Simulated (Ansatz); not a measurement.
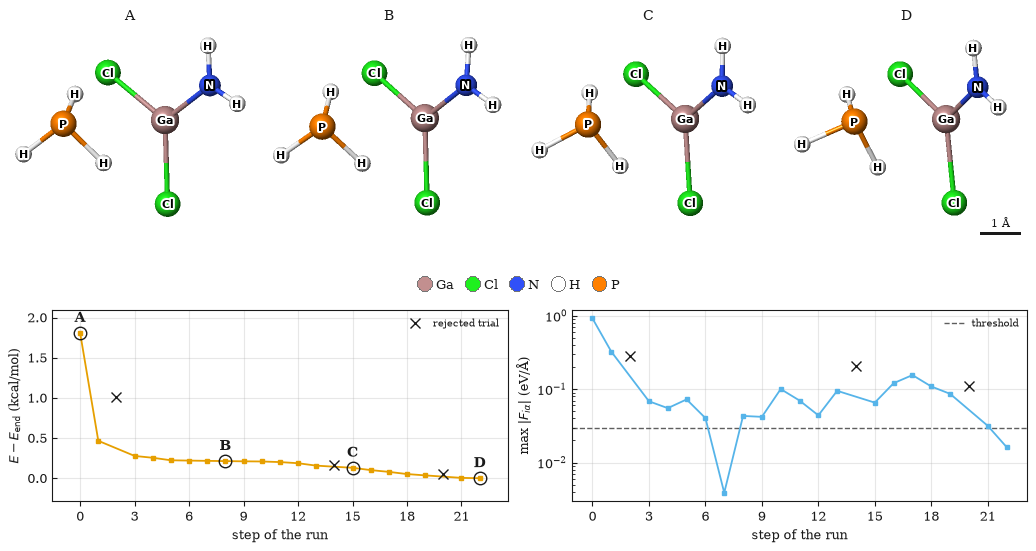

Frames of a relaxation of GaPNH$_{5}$Cl$_{2}$, marked on the history of the run. The picture is a ball-and-stick view, seen from a free direction.

The run prepares an end point of a later path (reaction) calculation, from a guessed geometry.

Computed with RKS PBE0-D4/def2-SVP in Ansatz 0.2.0. Set-up: no spin polarisation; force threshold 0.03 eV/Å; at most 50 steps.

> Describe the path.

The energy falls by 1.81 kcal/mol in 19 accepted moves (22 points after the start). The largest force component goes from 0.92 to 0.016 eV/Å. The line search rejected the trial steps at points 2, 14, 20 of the run. The forces were under the threshold at step 7, but the run went on from there. The atom that moves furthest after the best rigid fit is an H atom (0.76 Å). Largest moves by element: H 0.76 Å, Cl 0.60 Å, P 0.37 Å, Ga 0.26 Å, N 0.25 Å. Among the contacts that change: Cl–Ga 2.209 → 2.135 Å, Ga–P 3.490 → 3.558 Å. Bond angles that change, for instance: Cl–Ga–N 118.0° → 120.6°, Cl–Ga–N 123.1° → 120.6°. From step 0 to 8: a Cl atom moves most (0.28 Å), energy −1.59 kcal/mol. From step 8 to 15: an H atom moves most (0.30 Å), energy −0.08 kcal/mol. From step 15 to 22: an H atom moves most (0.38 Å), energy −0.13 kcal/mol.

```tsv
step	E − E(0), kcal/mol	largest force component, eV/Å	note
0	0.00	0.9209	
1	-1.34	0.3246	
2	-0.80	0.2842	rejected
3	-1.53	0.0685	
4	-1.55	0.0552	
5	-1.58	0.0726	
6	-1.59	0.0404	
7	-1.59	0.0039	
8	-1.59	0.0432	
9	-1.60	0.0420	
10	-1.60	0.1004	
11	-1.61	0.0701	
12	-1.62	0.0440	
13	-1.65	0.0951	
14	-1.64	0.2094	rejected
15	-1.68	0.0656	
16	-1.71	0.1208	
17	-1.73	0.1558	
18	-1.76	0.1090	
19	-1.77	0.0865	
20	-1.75	0.1091	rejected
21	-1.80	0.0317	
22	-1.81	0.0163
```

Limits of the set-up: the start holds two separate molecules, 2.6 Å apart at their closest, whose relative position is a soft coordinate.
